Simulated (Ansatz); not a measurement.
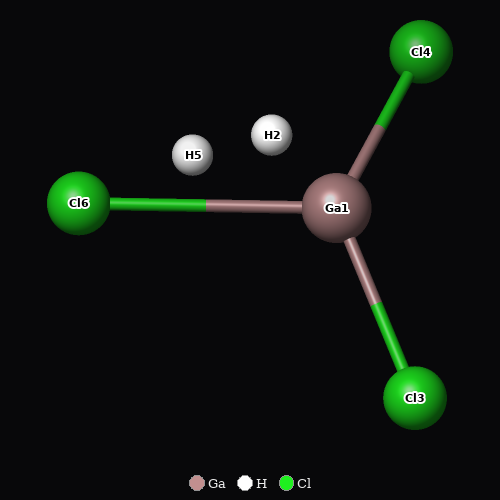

The system is the reacting system Cl₃GaH₂ (fragments Cl₂GaH + ClH where the first distance is long, Cl₃Ga + H₂ where the second is long); the picture shows the reference structure. 
- The first coordinate is: distance Ga1–Cl6 (bond that forms); the second: distance H5–Cl6 (bond that breaks).
- Relaxed at each point: all other coordinates.
- The scan uses a 7 × 7 grid.
- Points are written as (first, second).
- Energies: kcal/mol, counted from a guessed transition structure relaxed with its forming and breaking bonds held.
- Energies and slopes of some neighbouring points disagree (a jump in structure or state, or too coarse a mesh). The reference is spin-restricted, so regions where a bond is pulled apart into radicals lie too high.
- Method: RKS r2SCAN-D4/def2-SVP (Ansatz).

Its coordinates:

```yaml
atoms:
  - { symbol: Ga, position_ang: [-0.5183, 0.3334, -0.2209] }
  - { symbol: H, position_ang: [1.4724, 0.0112, -0.3333] }
  - { symbol: Cl, position_ang: [-1.4160, -0.4398, -1.9712] }
  - { symbol: Cl, position_ang: [-0.8356, 2.2189, 0.6800] }
  - { symbol: H, position_ang: [1.1377, -0.6019, 0.3544] }
  - { symbol: Cl, position_ang: [0.1598, -1.5218, 1.4911] }
```

Range: distance Ga1–Cl6 (bond that forms) from 2.016 to 3.216 Å; distance H5–Cl6 (bond that breaks) from 1.197 to 2.397 Å.

### What will the energy surface look like?

The lowest grid point is at (2.144 Å, 2.397 Å), −31.3 kcal/mol from a guessed transition structure relaxed with its forming and breaking bonds held. It lies in a valley that leaves the map towards separated partners. Other grid points that lie below all their neighbours: (2.739 Å, 1.325 Å) (13.4 kcal/mol higher). The highest grid point, (3.216 Å, 2.397 Å), lies 58.2 kcal/mol above the lowest.

| second ↓, first → | 2.016 | 2.144 | 2.320 | 2.521 | 2.739 | 2.971 | 3.216 |
| --- | --- | --- | --- | --- | --- | --- | --- |
| 2.397 | −28.2 | −31.3 | −26.6 | −15.3 | −1.0 | 13.5 | 26.9 |
| 2.152 | −24.0 | −27.5 | −23.2 | −12.7 | 0.5 | 13.6 | 24.8 |
| 1.920 | −16.3 | −20.5 | −17.5 | −8.8 | 1.8 | 11.4 | 18.6 |
| 1.702 | −4.0 | −10.1 | −10.3 | −5.6 | 0.2 | 5.1 | 8.8 |
| 1.501 | 10.9 | 0.8 | −5.0 | −6.6 | −6.1 | −5.0 | −3.7 |
| 1.325 | 13.8 | −1.2 | −11.9 | −16.7 | −17.9 | −17.4 | −16.3 |
| 1.197 | 18.0 | 2.8 | −8.1 | −13.1 | −14.4 | −14.1 | −13.0 |

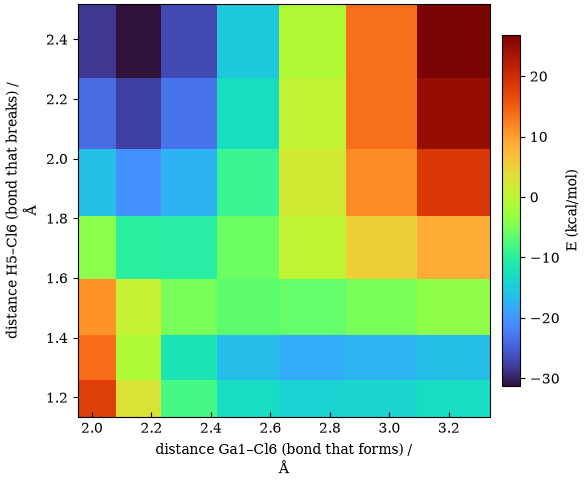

The picture shows one coloured cell a grid point.

The whole map (49 points run) took 15 min on 1 thread of Arm Neoverse V1, with other jobs on the host.
